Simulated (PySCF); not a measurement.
## C2H7BCl2Si: one change and its effect

System: C2H7BCl2Si, SMILES CC[SiH2]B(Cl)Cl.
Method of run 1: GIAO PBE0/6-31G NMR shielding, non-relativistic, gas phase (PySCF 2.14.0).

The geometry comes from this level: PBE0-D3(BJ)/def2-SVP. Text and figures count atoms from 1; the logs count them from 0 in places.

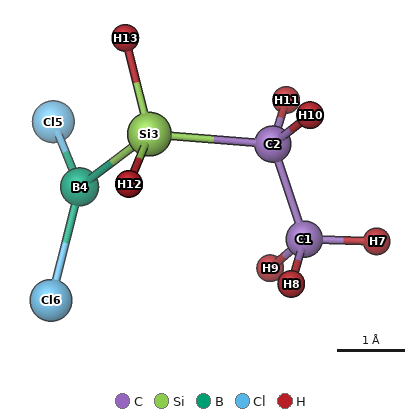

**Figure 1.** The input geometry (ball-and-stick view, seen at a tilt; atoms are numbered from 1 in the order of the input).

**The input, run 1**
```
{"job": {"kind": "nmr", "xc": "PBE0", "basis": "6-31G", "pop": true}, "charge": 0, "multiplicity": 1}
C     -0.831274     0.564004    -1.078049
C     -0.236340    -0.659318    -0.387280
Si     1.333137    -0.307858     0.617693
B      2.694377     0.523975    -0.626178
Cl     3.736858    -0.483106    -1.609149
Cl     2.783231     2.259307    -0.850582
H     -1.754804     0.311645    -1.622516
H     -1.082260     1.356589    -0.355284
H     -0.132477     1.004314    -1.806872
H     -0.970017    -1.112441     0.301463
H      0.011768    -1.443462    -1.123017
H      1.022891     0.630421     1.743063
H      1.864558    -1.586086     1.187108
```

The first line tells a small driver script what to run in PySCF; the rest is the geometry in Å.

Launched with:
```bash
OMP_NUM_THREADS=1 python <driver script> task.json out
```

Hardware: 1 CPU thread, shared host.

**Output (run 1)**
```
coarse grid: 12472 points
cycle   1  E = -1314.5494474587  dE =  4.489e-01  |g| = 4.026e-01  |ddm| = 3.246e+00
cycle   2  E = -1314.5145498124  dE =  3.490e-02  |g| = 5.348e-01  |ddm| = 1.176e+00
cycle   3  E = -1314.6009995326  dE = -8.645e-02  |g| = 2.945e-02  |ddm| = 6.712e-01
cycle   4  E = -1314.6012211849  dE = -2.217e-04  |g| = 1.645e-02  |ddm| = 6.114e-02
cycle   5  E = -1314.6013025935  dE = -8.141e-05  |g| = 2.696e-03  |ddm| = 2.232e-02
cycle   6  E = -1314.6013049185  dE = -2.325e-06  |g| = 5.962e-04  |ddm| = 4.952e-03
final grid: 106648 points
cycle   7  E = -1314.5399718355  dE = -7.685e-06  |g| = 6.030e-03  |ddm| = 1.584e-02
cycle   8  E = -1314.5399673836  dE =  4.452e-06  |g| = 7.267e-03  |ddm| = 1.377e-02
cycle   9  E = -1314.5399823432  dE = -1.496e-05  |g| = 3.874e-04  |ddm| = 7.634e-03
cycle  10  E = -1314.5399823908  dE = -4.768e-08  |g| = 6.408e-05  |ddm| = 6.567e-04
cycle  11  E = -1314.5399823919  dE = -1.033e-09  |g| = 2.657e-05  |ddm| = 9.682e-05
cycle  12  E = -1314.5399823920  dE = -1.819e-10  |g| = 4.021e-06  |ddm| = 2.892e-05
converged SCF energy = -1314.5399823920

GIAO shielding tensors (ppm)
atom      isotropic    diamagn.    paramagn.     s11        s22        s33       span
  0 C      186.144     244.920     -58.776    178.829    180.809    198.792     19.963
  1 C      195.649     247.199     -51.549    189.457    193.998    203.493     14.036
  2 Si     478.599     881.468    -402.869    466.412    475.723    493.663     27.251
  3 B       31.793     202.132    -170.339    -42.651     36.552    101.478    144.130
  4 Cl     567.845    1145.254    -577.409    167.321    625.392    910.821    743.499
  5 Cl     551.858    1146.016    -594.158    131.271    617.040    907.264    775.993
  6 H       31.169      29.231       1.938     25.750     28.508     39.248     13.498
  7 H       31.356      29.263       2.093     27.302     29.355     37.410     10.108
  8 H       31.735      29.853       1.882     26.546     31.983     36.675     10.129
  9 H       31.656      29.905       1.751     25.959     29.414     39.594     13.635
 10 H       31.709      30.120       1.590     26.691     29.915     38.522     11.831
 11 H       28.932      29.036      -0.104     25.893     27.142     33.761      7.868
 12 H       28.862      29.196      -0.334     25.440     26.984     34.163      8.723
```

For run 2 the input was changed thus:
```diff
-"basis": "6-31G"
+"basis": "STO-3G"
```

Predict how the results change.

The total energy of run 2 is 9036.4 kcal/mol higher, which measures the change of basis and not a stability. The HOMO goes from −8.13 to −6.41 eV. The LUMO goes from −2.09 to 0.45 eV. The dipole moment goes from 1.63 to 1.72 D. Of all shieldings, the largest change is that of Cl6, by +316.8 ppm. The SCF takes 11 iterations against 12. The basis functions go from 80 to 49.

**Output (run 2)**
```
coarse grid: 12472 points
cycle   1  E = -1300.1337688155  dE = -4.019e-01  |g| = 3.868e-01  |ddm| = 4.216e+00
cycle   2  E = -1300.1050548246  dE =  2.871e-02  |g| = 5.086e-01  |ddm| = 1.418e+00
cycle   3  E = -1300.1973165187  dE = -9.226e-02  |g| = 3.083e-02  |ddm| = 7.747e-01
cycle   4  E = -1300.1976119546  dE = -2.954e-04  |g| = 1.094e-02  |ddm| = 6.127e-02
cycle   5  E = -1300.1976511388  dE = -3.918e-05  |g| = 1.763e-03  |ddm| = 1.767e-02
cycle   6  E = -1300.1976522132  dE = -1.074e-06  |g| = 4.311e-04  |ddm| = 3.300e-03
final grid: 106648 points
cycle   7  E = -1300.1395571130  dE = -3.556e-06  |g| = 3.922e-03  |ddm| = 1.306e-02
cycle   8  E = -1300.1395571295  dE = -1.657e-08  |g| = 3.919e-03  |ddm| = 1.153e-02
cycle   9  E = -1300.1395624221  dE = -5.293e-06  |g| = 2.634e-04  |ddm| = 5.919e-03
cycle  10  E = -1300.1395624477  dE = -2.563e-08  |g| = 3.292e-05  |ddm| = 4.428e-04
cycle  11  E = -1300.1395624481  dE = -3.438e-10  |g| = 1.324e-05  |ddm| = 6.659e-05
converged SCF energy = -1300.1395624481

GIAO shielding tensors (ppm)
atom      isotropic    diamagn.    paramagn.     s11        s22        s33       span
  0 C      214.904     244.700     -29.796    206.537    210.710    227.466     20.929
  1 C      225.926     245.475     -19.549    217.492    222.760    237.525     20.034
  2 Si     580.751     870.459    -289.708    557.740    568.904    615.607     57.867
  3 B       40.721     202.012    -161.291    -43.429     51.296    114.296    157.725
  4 Cl     870.513    1126.974    -256.462    631.441    797.401   1182.696    551.254
  5 Cl     868.685    1127.976    -259.290    625.746    798.016   1182.294    556.548
  6 H       31.796      29.972       1.824     26.284     28.055     41.048     14.765
  7 H       31.934      31.869       0.066     27.274     29.480     39.048     11.774
  8 H       32.477      31.858       0.620     26.797     32.047     38.587     11.790
  9 H       32.252      31.804       0.448     26.193     29.074     41.489     15.296
 10 H       32.303      31.463       0.840     26.589     29.924     40.395     13.806
 11 H       30.469      32.068      -1.600     26.981     28.067     36.358      9.377
 12 H       30.438      30.719      -0.281     26.402     28.163     36.749     10.347
```

**The two runs side by side**

| quantity | run 1 | run 2 |
| --- | --- | --- |
| outcome | converged | converged |
| total energy (hartree) | −1314.539982 | −1300.139562 |
| HOMO (eV) | −8.13 | −6.41 |
| LUMO (eV) | −2.09 | 0.45 |
| dipole moment (D) | 1.63 | 1.72 |
| shielding of C1 (ppm) | 186.1 | 214.9 |
| shielding of C2 (ppm) | 195.6 | 225.9 |
| shielding of Si3 (ppm) | 478.6 | 580.8 |
| shielding of B4 (ppm) | 31.8 | 40.7 |
| shielding of Cl5 (ppm) | 567.8 | 870.5 |
| shielding of Cl6 (ppm) | 551.9 | 868.7 |
| shielding of H13 (ppm) | 28.9 | 30.4 |
| SCF iterations | 12 | 11 |
| basis functions | 80 | 49 |
| wall time (shared host) | 8.9 s | 4.4 s |
